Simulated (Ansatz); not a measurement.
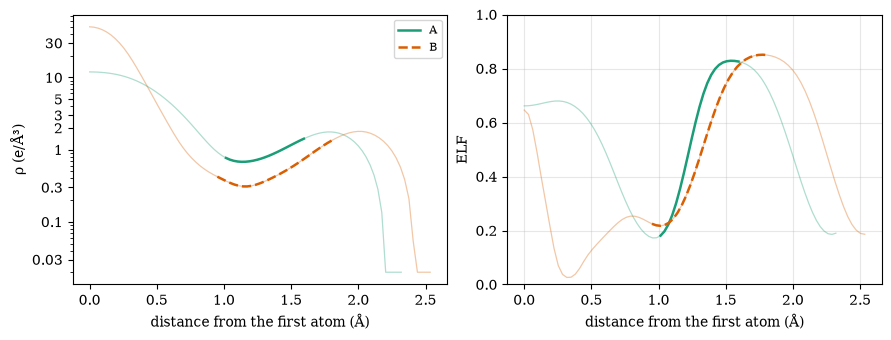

Figure. Ga$_{2}$PtCl$_{4}$. Valence pseudo-density and ELF along straight lines between neighbouring atoms. Thin, pale parts lie inside the atomic spheres.

Space group Amm2; a structure from a database of computed crystals, not necessarily the ambient phase; a generated structure, not necessarily the stable one.

All numbers below come from Ansatz 0.2.0, DFT PBE, scalar-relativistic, plane waves, PAW.

In a PAW calculation such maps are meaningful between the atoms, not at the nuclei.

Q: Which curve belongs to which contact (Ga–Cl and Pt–Cl)? The first atom named is at distance zero.

A: Curve A: Pt–Cl (2.32 Å): ρ is about 0.68 e/Å³ halfway; the ELF peaks at about 0.85 in the valence shell of Cl, 0.8 Å from its nucleus, and is about 0.35 at the midpoint. Curve B: Ga–Cl (2.53 Å): the density is about 0.34 e/Å³ at the midpoint; the ELF peaks at about 0.85 in the valence shell of Cl, 0.8 Å from its nucleus, and drops to about 0.20 between the two atoms (no localised pair shows between them).
